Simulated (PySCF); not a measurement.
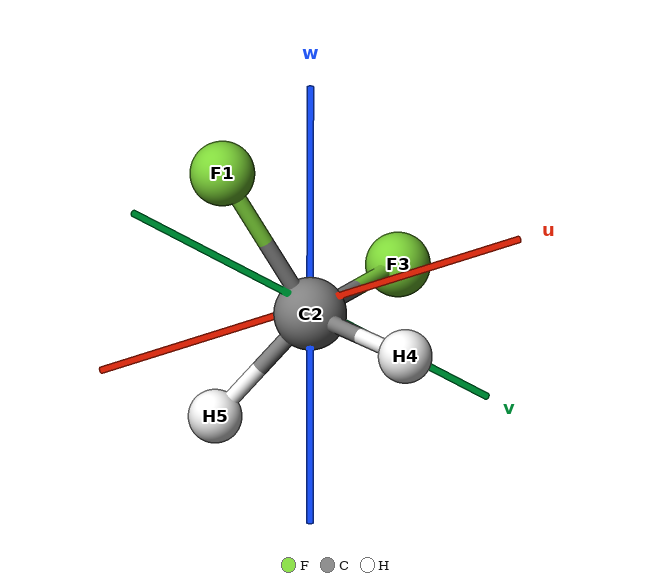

The lines u, v and w are the principal axes of the static dipole polarisability. The computed structure is the end point of a GFN2-xTB optimisation. No frequency run is at hand to confirm it as a minimum. Method: B3LYP/def2-SVPD (PySCF 2.14.0).

**Along which axis is the molecule most polarisable, and along which least?**

Most along v, least along u.

**Give the three principal values.**

u 16.8, v 18.5, w 17.6 bohr³; mean 17.6, anisotropy 1.5 bohr³.
